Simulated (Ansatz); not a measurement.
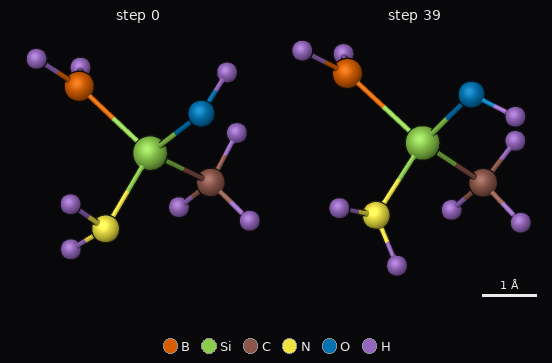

The structure of CH8BNOSi before (left) and after (right) a relaxation, at one scale.

A ball-and-stick model, seen at a tilt.

The run prepares an end point of a later path (torsion) calculation, from a guessed geometry.

Theory: RKS CAM-B3LYP/6-31G* in Ansatz. (no spin polarisation; force threshold 0.015 eV/Å; at most 40 steps)

Q: Summarise the run.

A: The relaxation stopped without meeting its thresholds, so the last structure isn't shown to be converged. It used up its limit of 40 steps. Over 33 accepted moves (39 points after the start) the energy falls by 21.8 kcal/mol. Largest force component: 2.7 eV/Å at the start, 0.033 eV/Å at the end. The line search rejected the trial steps at points 8, 11, 21, 26, 29, 34 of the run. The largest move after the best rigid fit is that of an H atom, 1.10 Å. Largest moves by element: H 1.10 Å, O 0.44 Å, N 0.32 Å, B 0.31 Å, Si 0.22 Å, C 0.07 Å. Some distances before and after: B–Si 1.906 → 2.006 Å, H–N 1.099 → 1.012 Å, H–O 1.032 → 0.966 Å, N–Si 1.789 → 1.729 Å. Among the angles between lasting bonds that change: Si–N–H 103.6° → 121.1°, Si–O–H 102.4° → 116.4°, Si–N–H 108.6° → 122.1°. Groups turn about O–Si by about 105°.
